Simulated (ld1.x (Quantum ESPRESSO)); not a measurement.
**A TM potential for ruthenium, from input to tests**

Task: generate the file, and judge it by its errors in other configurations, its logarithmic derivatives, its ghosts and its cutoff.

Method: ld1.x (Quantum ESPRESSO) 7.5, PBEsol, scalar-relativistic.

### 1 Settings

Typed settings, in words:

- element: ruthenium (Ru, Z = 44)
- type: norm-conserving Troullier–Martins (Kleinman–Bylander form)
- frozen core: [Ar] 3d10
- valence charge: 16
- reference configuration: 4s2 4p6 4d7 5s0.5 5p0 (charge +0.5)
- partial waves: 4s (bound): rc 1.20 bohr; 4p (bound): rc 1.35 bohr; 4d (bound): rc 1.85 bohr
- occupied shells without a wave: 5s
- local potential: all-electron potential smoothed inside 1.00 bohr (lloc = -2)
- core correction: a·sin(br)/r model core inside 0.65 bohr

An earlier all-electron run gives the scale for the radii.

All-electron outer shells of the reference configuration (PBEsol, scalar-relativistic, ld1.x):

```tsv
shell	level (eV)	outermost node (bohr)	outermost maximum (bohr)
3p	-450.43	0.16	0.36
3d	-276.61	–	0.30
4s	-79.85	0.48	0.92
4p	-49.93	0.49	0.98
4d	-8.73	0.48	1.21
5s	-7.27	1.23	2.66
5p	-3.31	1.40	3.50
```

### 2 The generation run

Ru.in

```
 &input
   title='Ru', zed=44., rel=1, dft='PBESOL', iswitch=3,
   config='[Kr] 4d7 5s0.5 5p0',
   nld=3, rlderiv=2.00, eminld=-8.0, emaxld=5.0, deld=0.04
 /
 &inputp
   pseudotype=2, tm=.true., lloc=-2, rcloc=1.00,
   nlcc=.true., rcore=0.65,
   file_pseudopw='Ru.UPF', file_wfcaegen='ae.wfc', file_wfcncgen='nc.wfc', file_beta='beta', file_chi='chi'
 /
3
4S  1  0   2.00   0.00  1.20  1.20  0.0
4P  2  1   6.00   0.00  1.35  1.35  0.0
4D  3  2   7.00   0.00  1.85  1.85  0.0
 &test
   configts(1)='4s2 4p6 4d7 5s0.5 5p0'
 /
```

Run with:

```bash
$ ld1.x < Ru.in > Ru.out
```

What the program wrote to Ru.out (without the banner and most projector matrices):

```text
     Program LD1 v.7.5
     --------------------------- All-electron run ----------------------------

     Ru
     scalar relativistic calculation

     atomic number is 44.00
     dft =PBESOL   lsd =0 sic =0 latt =0  beta=0.20 tr2=1.0E-14
     Exchange-correlation= PBESOL
                           (   1   4  10   8   0   0   0)
     mesh =1233 r(mesh) = 101.06970 a.u. xmin = -7.00 dx = 0.01250
     1 Ry =  13.60569312 eV, c = 137.03599908

     n l     nl                  e(Ry)          e(Ha)          e(eV)
     1 0     1S 1( 2.00)     -1611.6804      -805.8402    -21928.0294
     2 0     2S 1( 2.00)      -231.9591      -115.9796     -3155.9649
     2 1     2P 1( 6.00)      -207.8125      -103.9063     -2827.4337
     3 0     3S 1( 2.00)       -41.0396       -20.5198      -558.3722
     3 1     3P 1( 6.00)       -33.1060       -16.5530      -450.4300
     4 0     4S 1( 2.00)        -5.8686        -2.9343       -79.8467
     4 1     4P 1( 6.00)        -3.6698        -1.8349       -49.9306
     3 2     3D 1(10.00)       -20.3302       -10.1651      -276.6069
     4 2     4D 1( 7.00)        -0.6420        -0.3210        -8.7355
     5 0     5S 1( 0.50)        -0.5342        -0.2671        -7.2687
     5 1     5P 1( 0.00)        -0.2433        -0.1217        -3.3107

     final scf error:  6.4E-15 reached in  28 iterations

     Etot =   -9056.658789 Ry,   -4528.329395 Ha, -123222.120203 eV

     Ekin =    9364.771049 Ry,    4682.385524 Ha,  127414.201059 eV
     Encl =  -21841.697665 Ry,  -10920.848833 Ha, -297171.435716 eV
     Eh   =    3682.177043 Ry,    1841.088521 Ha,   50098.570866 eV
     Exc  =    -261.909216 Ry,    -130.954608 Ha,   -3563.456412 eV

     normalization and overlap integrals

     s(1S/1S) =  1.000000  <r> =   0.0334  <r2> =    0.0015  r(max) =   0.0216
     s(2S/2S) =  1.000000  <r> =   0.1457  <r2> =    0.0250  r(max) =   0.1229
     s(2P/2P) =  1.000000  <r> =   0.1270  <r2> =    0.0197  r(max) =   0.0981
     s(3S/3S) =  1.000000  <r> =   0.4030  <r2> =    0.1859  r(max) =   0.3600
     s(3P/3P) =  1.000000  <r> =   0.4033  <r2> =    0.1891  r(max) =   0.3555
     s(4S/4S) =  1.000000  <r> =   1.0190  <r2> =    1.1778  r(max) =   0.9193
     s(4P/4P) =  1.000000  <r> =   1.1290  <r2> =    1.4635  r(max) =   0.9785
     s(3D/3D) =  1.000000  <r> =   0.3843  <r2> =    0.1768  r(max) =   0.3022
     s(4D/4D) =  1.000000  <r> =   1.6717  <r2> =    3.4622  r(max) =   1.2102
     s(5S/5S) =  1.000000  <r> =   3.1792  <r2> =   11.5784  r(max) =   2.6600
     s(5P/5P) =  1.000000  <r> =   4.3837  <r2> =   22.3498  r(max) =   3.5019

     ------------------------ End of All-electron run ------------------------

     --------------------- Generating NC pseudopotential ---------------------

      Generating local potential from pseudized AE potential:
      Matching radius rcloc =   1.0000
      Enforcing V''(0)=0 (lloc=-2)

      Local pseudo, rcloc= 0.991 Estimated cut-off energy=    31.32 Ry

      Computing core charge for nlcc:

       r > 0.66 : true rho core
       r < 0.66 : rho core = a sin(br)/r    a=  35.83  b=   4.12

      Integrated core pseudo-charge :   7.79

      Wfc   4S  rcut= 1.210  Using Troullier-Martins method

      Wfc   4P  rcut= 1.338  Using Troullier-Martins method

      Wfc   4D  rcut= 1.851  Using Troullier-Martins method

     ------------------- End of pseudopotential generation -------------------

     [... the all-electron block is printed once more ...]


     Computing logarithmic derivative in   2.00788
     Computing logarithmic derivative in   2.00788
     Computing the partial wave expansion
     R is outside the sphere for l=    0 j= 0.00
     R is outside the sphere for l=    1 j= 0.00
     R is outside the sphere for l=    2 j= 0.00

     ---------------------- Testing the pseudopotential ----------------------

     Ru
     scalar relativistic calculation

     atomic number is 44.00   valence charge is 16.00
     dft =PBESOL   lsd =0 sic =0 latt =0  beta=0.20 tr2=1.0E-14
     mesh =1233 r(mesh) = 101.06970 xmin = -7.00 dx = 0.01250

     n l     nl             e AE (Ry)        e PS (Ry)    De AE-PS (Ry)
     1 0     4S   1( 2.00)       -5.86863       -5.86868        0.00005
     2 1     4P   1( 6.00)       -3.66983       -3.66987        0.00003
     3 2     4D   1( 7.00)       -0.64205       -0.64205        0.00000
     2 0     5S   1( 0.50)       -0.53424       -0.55802        0.02378  !
     3 1     5P   1( 0.00)       -0.24333       -0.24557        0.00224

     eps = 5.9E-15  iter = 13

     Etot =   -9056.658789 Ry,   -4528.329395 Ha, -123222.120203 eV
     Etotps =  -209.100669 Ry,    -104.550335 Ha,   -2844.959539 eV

     Ekin =      65.312193 Ry,      32.656096 Ha,     888.617654 eV
     Encl =    -411.990321 Ry,    -205.995161 Ha,   -5605.413878 eV
     Ehrt =     156.305516 Ry,      78.152758 Ha,    2126.644879 eV
     Ecxc =     -41.804115 Ry,     -20.902058 Ha,    -568.773966 eV
     (Ecc =     -19.530489 Ry,      -9.765245 Ha,    -265.725845 eV)
     Epseu=      23.076059 Ry,      11.538029 Ha,     313.965772 eV

     ---------------------- End of pseudopotential test ----------------------
```

Run time: 1.7 s. Hardware: 1 thread, shared host. (Generation and the later configuration tests together.)

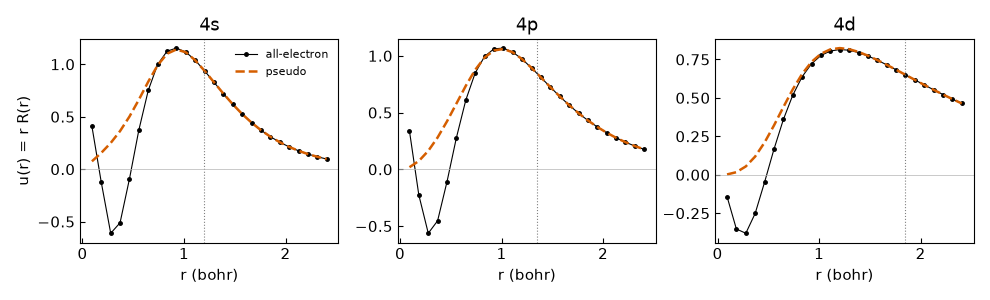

Bound waves of the atom and their pseudo partners (4s, 4p, 4d), with the matching radii dotted. The curves join 26 sampled radii, too few to resolve the innermost nodes.

### 3 Testing the new file in other configurations

Ru.test.in

```
 &input
   title='Ru', zed=44., rel=1, dft='PBESOL', iswitch=2,
   config='[Kr] 4d7 5s0.5 5p0'
 /
 &test
   file_pseudo='Ru.UPF', nconf=8,
   configts(1)='4s2 4p6 4d7 5s0.5 5p0',
   configts(2)='4s2 4p6 4d7 5s1 5p0',
   configts(3)='4s2 4p6 4d7 5s0 5p0',
   configts(4)='4s2 4p6 4d6 5s0 5p0',
   configts(5)='4s2 4p6 4d7.5 5s0.5 5p0',
   configts(6)='4s2 4p6 4d6 5s2 5p0',
   configts(7)='4s2 4p6 4d7 5s0 5p1',
   configts(8)='4s2 4p6 4d5 5s0 5p0'
 /
```

Run with:

```bash
$ ld1.x < Ru.test.in > Ru.test.out
```

Ru.test.out, the pseudopotential blocks:

```text
     ---------------------- Testing the pseudopotential ----------------------

     Ru
     scalar relativistic calculation

     atomic number is 44.00   valence charge is 16.00
     dft =PBESOL   lsd =0 sic =0 latt =0  beta=0.20 tr2=1.0E-14
     mesh =1233 r(mesh) = 101.06970 xmin = -7.00 dx = 0.01250

     n l     nl             e AE (Ry)        e PS (Ry)    De AE-PS (Ry)
     1 0     4S   1( 2.00)       -5.86863       -5.86868        0.00005
     2 1     4P   1( 6.00)       -3.66983       -3.66987        0.00003
     3 2     4D   1( 7.00)       -0.64205       -0.64205        0.00000
     2 0     5S   1( 0.50)       -0.53424       -0.55802        0.02378  !
     3 1     5P   1( 0.00)       -0.24333       -0.24557        0.00224

     eps = 5.9E-15  iter = 13

     Etot =   -9056.658789 Ry,   -4528.329395 Ha, -123222.120204 eV
     Etotps =  -209.100669 Ry,    -104.550335 Ha,   -2844.959539 eV

     Ekin =      65.312193 Ry,      32.656096 Ha,     888.617654 eV
     Encl =    -411.990321 Ry,    -205.995161 Ha,   -5605.413878 eV
     Ehrt =     156.305516 Ry,      78.152758 Ha,    2126.644879 eV
     Ecxc =     -41.804115 Ry,     -20.902058 Ha,    -568.773966 eV
     (Ecc =     -19.530489 Ry,      -9.765245 Ha,    -265.725845 eV)
     Epseu=      23.076059 Ry,      11.538029 Ha,     313.965772 eV

     ---------------------- End of pseudopotential test ----------------------

     ---------------------- Testing the pseudopotential ----------------------

     Ru
     [...]
     n l     nl             e AE (Ry)        e PS (Ry)    De AE-PS (Ry)
     1 0     4S   1( 2.00)       -5.60902       -5.59829       -0.01073  !
     2 1     4P   1( 6.00)       -3.40883       -3.39877       -0.01006  !
     3 2     4D   1( 7.00)       -0.38341       -0.37477       -0.00864  !
     2 0     5S   1( 1.00)       -0.31370       -0.32628        0.01257  !
     3 1     5P   1( 0.00)       -0.06357       -0.05848       -0.00509  !

     eps = 1.0E-16  iter = 12

     Etot =   -9056.870064 Ry,   -4528.435032 Ha, -123224.994752 eV
     Etotps =  -209.320993 Ry,    -104.660497 Ha,   -2847.957196 eV
     dEtot_ae =      -0.211275 Ry
     dEtot_ps =      -0.220324 Ry,   Delta E=       0.009048 Ry

     [...]
     ---------------------- End of pseudopotential test ----------------------

     ---------------------- Testing the pseudopotential ----------------------

     Ru
     [...]
     n l     nl             e AE (Ry)        e PS (Ry)    De AE-PS (Ry)
     1 0     4S   1( 2.00)       -6.15206       -6.16459        0.01253  !
     2 1     4P   1( 6.00)       -3.95459       -3.96618        0.01159  !
     3 2     4D   1( 7.00)       -0.92212       -0.93194        0.00982  !
     2 0     5S   1( 0.00)       -0.76879       -0.80559        0.03680  !
     3 1     5P   1( 0.00)       -0.44196       -0.45460        0.01264  !

     eps = 1.4E-15  iter =  9

     Etot =   -9056.333607 Ry,   -4528.166804 Ha, -123217.695881 eV
     Etotps =  -208.760348 Ry,    -104.380174 Ha,   -2840.329227 eV
     dEtot_ae =       0.325182 Ry
     dEtot_ps =       0.340322 Ry,   Delta E=      -0.015140 Ry

     [...]
     ---------------------- End of pseudopotential test ----------------------

     ---------------------- Testing the pseudopotential ----------------------

     Ru
     [...]
     n l     nl             e AE (Ry)        e PS (Ry)    De AE-PS (Ry)
     1 0     4S   1( 2.00)       -7.08712       -7.10233        0.01521  !
     2 1     4P   1( 6.00)       -4.87726       -4.89188        0.01462  !
     3 2     4D   1( 6.00)       -1.77344       -1.78722        0.01378  !
     2 0     5S   1( 0.00)       -1.39537       -1.45421        0.05884  !
     3 1     5P   1( 0.00)       -0.97839       -1.00230        0.02391  !

     eps = 2.3E-15  iter = 15

     Etot =   -9054.997085 Ry,   -4527.498543 Ha, -123199.511572 eV
     Etotps =  -207.411734 Ry,    -103.705867 Ha,   -2821.980400 eV
     dEtot_ae =       1.661704 Ry
     dEtot_ps =       1.688936 Ry,   Delta E=      -0.027232 Ry

     [...]
     ---------------------- End of pseudopotential test ----------------------

     ---------------------- Testing the pseudopotential ----------------------

     Ru
     [...]
     n l     nl             e AE (Ry)        e PS (Ry)    De AE-PS (Ry)
     1 0     4S   1( 2.00)       -5.50091       -5.49889       -0.00201
     2 1     4P   1( 6.00)       -3.30512       -3.30292       -0.00220
     3 2     4D   1( 7.50)       -0.30339       -0.30071       -0.00269
     2 0     5S   1( 0.50)       -0.28024       -0.29505        0.01481  !
     3 1     5P   1( 0.00)       -0.04746       -0.04499       -0.00247

     eps = 5.4E-15  iter = 11

     Etot =   -9056.893095 Ry,   -4528.446548 Ha, -123225.308099 eV
     Etotps =  -209.334318 Ry,    -104.667159 Ha,   -2848.138495 eV
     dEtot_ae =      -0.234306 Ry
     dEtot_ps =      -0.233649 Ry,   Delta E=      -0.000657 Ry

     [...]
     ---------------------- End of pseudopotential test ----------------------

     ---------------------- Testing the pseudopotential ----------------------

     Ru
     [...]
     n l     nl             e AE (Ry)        e PS (Ry)    De AE-PS (Ry)
     1 0     4S   1( 2.00)       -5.85305       -5.82028       -0.03277  !
     2 1     4P   1( 6.00)       -3.64181       -3.61204       -0.02977  !
     3 2     4D   1( 6.00)       -0.56417       -0.54087       -0.02330  !
     2 0     5S   1( 2.00)       -0.38422       -0.39276        0.00853  !
     3 1     5P   1( 0.00)       -0.09814       -0.08757       -0.01057  !

     eps = 1.5E-15  iter = 14

     Etot =   -9056.746930 Ry,   -4528.373465 Ha, -123223.319419 eV
     Etotps =  -209.224122 Ry,    -104.612061 Ha,   -2846.639204 eV
     dEtot_ae =      -0.088141 Ry
     dEtot_ps =      -0.123453 Ry,   Delta E=       0.035312 Ry

     [...]
     ---------------------- End of pseudopotential test ----------------------

     ---------------------- Testing the pseudopotential ----------------------

     Ru
     [...]
     n l     nl             e AE (Ry)        e PS (Ry)    De AE-PS (Ry)
     1 0     4S   1( 2.00)       -5.72819       -5.72982        0.00162
     2 1     4P   1( 6.00)       -3.52916       -3.53025        0.00109
     3 2     4D   1( 7.00)       -0.49827       -0.49811       -0.00017
     2 0     5S   1( 0.00)       -0.39329       -0.41354        0.02025  !
     3 1     5P   1( 1.00)       -0.12630       -0.12289       -0.00340

     eps = 6.0E-15  iter = 14

     Etot =   -9056.611397 Ry,   -4528.305699 Ha, -123221.475407 eV
     Etotps =  -209.041600 Ry,    -104.520800 Ha,   -2844.155862 eV
     dEtot_ae =       0.047392 Ry
     dEtot_ps =       0.059069 Ry,   Delta E=      -0.011677 Ry

     [...]
     ---------------------- End of pseudopotential test ----------------------

     ---------------------- Testing the pseudopotential ----------------------

     Ru
     [...]
     n l     nl             e AE (Ry)        e PS (Ry)    De AE-PS (Ry)
     1 0     4S   1( 2.00)       -8.15722       -8.17185        0.01463  !
     2 1     4P   1( 6.00)       -5.92860       -5.94339        0.01479  !
     3 2     4D   1( 5.00)       -2.74396       -2.75896        0.01500  !
     2 0     5S   1( 0.00)       -2.10337       -2.18856        0.08519  !
     3 1     5P   1( 0.00)       -1.60530       -1.64018        0.03488  !

     eps = 6.6E-15  iter = 15

     Etot =   -9052.747344 Ry,   -4526.373672 Ha, -123168.902276 eV
     Etotps =  -205.147236 Ry,    -102.573618 Ha,   -2791.170332 eV
     dEtot_ae =       3.911446 Ry
     dEtot_ps =       3.953434 Ry,   Delta E=      -0.041988 Ry

     [...]
     ---------------------- End of pseudopotential test ----------------------
```

Energies count from the reference configuration 4s2 4p6 4d7 5s0.5 5p0; the error is all-electron less pseudo.

```tsv
valence configuration	charge	ΔE all-electron (eV)	error AE − PS (meV)
4s2 4p6 4d7 5s1 5p0	0	-2.875	+123
4s2 4p6 4d7 5s0 5p0	+1	4.424	-206
4s2 4p6 4d6 5s0 5p0	+2	22.609	-371
4s2 4p6 4d7.5 5s0.5 5p0	0	-3.188	-8.9
4s2 4p6 4d6 5s2 5p0	0	-1.199	+480
4s2 4p6 4d7 5s0 5p1	0	0.645	-159
4s2 4p6 4d5 5s0 5p0	+3	53.218	-571
```

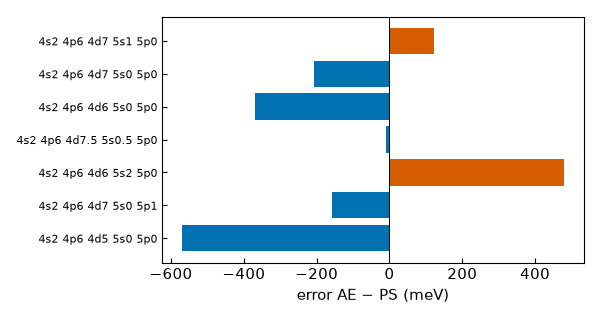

Error of the potential in each test configuration.

### 4 Logarithmic derivatives

Taken from the files of the generation run. The phase is arctan(r·u′/u) with u = r·R, unwrapped, with energies in Ry. A pole is an energy at which the radial function vanishes at the test radius. The pseudo phase is shifted by a multiple of π to meet the all-electron one at the reference energy. Levels narrower than the energy grid can be missing from the poles. The last column is the largest difference on the grid between −1 and +1 Ry.

```tsv
channel	radius (bohr)	reference (Ry)	poles AE	poles PS	window around the reference with phases within 0.05 rad (Ry)	largest difference near zero (rad)
s	2.01	-5.87	-5.64	-5.64, 4.05	below -0.7	0.416
p	2.01	-3.67	-3.24	-3.24	below 1.3	0.027
d	2.01	-0.64	0.57	0.57	the whole range	0.000
```

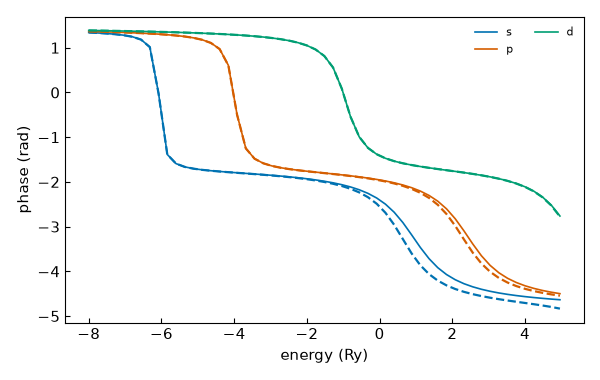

Phases by channel: all-electron solid, pseudo dashed.

### 5 Cutoff and ghost test in a Bessel basis

A separate test, outside the generator: the pseudo-atom's Hamiltonian at the reference potential is diagonalised in spherical Bessel functions j_l(qr) that vanish at 20 bohr, with q² up to the cutoff.

All-electron valence levels (Ry): 4s -5.8686, 5s -0.5342, 4p -3.6698, 5p -0.2433, 4d -0.6421. The lowest levels of each channel (Ry) by cutoff; the last column sums, over occupied levels, occupation times the distance from the level at 400 Ry. A positive value at high cutoff is not a bound level.

```csv
cutoff (Ry),s #1,s #2,p #1,p #2,d #1,f #1,Σ f·Δε (mRy)
8,-5.3895,-0.5145,-2.6043,-0.1806,-0.1327,0.0330,10938.7
15,-5.4262,-0.5401,-3.5016,-0.2312,-0.3177,0.0330,4173.9
30,-5.7277,-0.5477,-3.6402,-0.2450,-0.5967,0.0330,782.8
45,-5.8383,-0.5519,-3.6565,-0.2452,-0.6401,0.0330,157.6
70,-5.8485,-0.5543,-3.6688,-0.2455,-0.6420,0.0330,49.3
100,-5.8658,-0.5575,-3.6693,-0.2455,-0.6421,0.0330,9.2
160,-5.8681,-0.5579,-3.6698,-0.2456,-0.6421,0.0330,1.4
180,-5.8685,-0.5580,-3.6699,-0.2456,-0.6421,0.0330,0.5
230,-5.8686,-0.5580,-3.6699,-0.2456,-0.6421,0.0330,0.1
400,-5.8687,-0.5580,-3.6699,-0.2456,-0.6421,0.0330,0.0
```

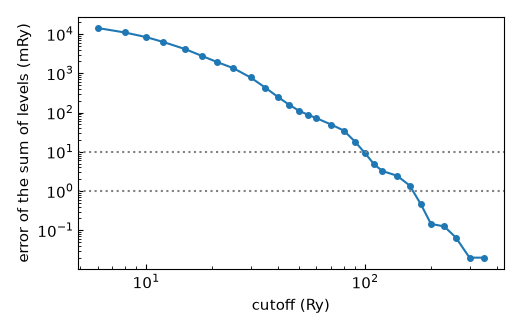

Occupation-weighted error of the valence levels against the cutoff; the dotted lines mark 10 and 1 mRy.

The sum stays within 10 mRy from 100 Ry and within 1 mRy from 180 Ry. The sum leaves out empty levels, which can need more. Ghost test: no level below the all-electron spectrum of its channel (s, p, d, f tested).

### 6 Results

| quantity | value |
| --- | --- |
| cutoffs for 10 and 1 mRy, occupied levels | 100 Ry and 180 Ry |
| bound ghosts | none found |
| largest miss of a reference level | 324 meV (5s) |
| largest test error (AE − PS) | -571 meV, for 4s2 4p6 4d5 5s0 5p0 |
| largest phase difference near zero energy, channels read | 0.416 rad |

Already in the reference configuration the 5s level is off by 324 meV; it has no partial wave or projector of its own. The worst unpolarised test, 4s2 4p6 4d5 5s0 5p0, is off by 571 meV on 53.2 eV; by total energies transferability rates as poor. That test lies far up in energy; among those under 40 eV, nearer to bonding, the largest error is 480 meV. The potential is hard: the looser tolerance needs 100 Ry. The slowest occupied level is 4s: taken alone it needs 160 Ry to come within 1 mRy, against 90 Ry for 5s. No bound ghost shows below the valence levels. Of the channels read, s scatters worst near zero energy, by up to 0.42 rad. All of this concerns the isolated atom, not yet a solid.
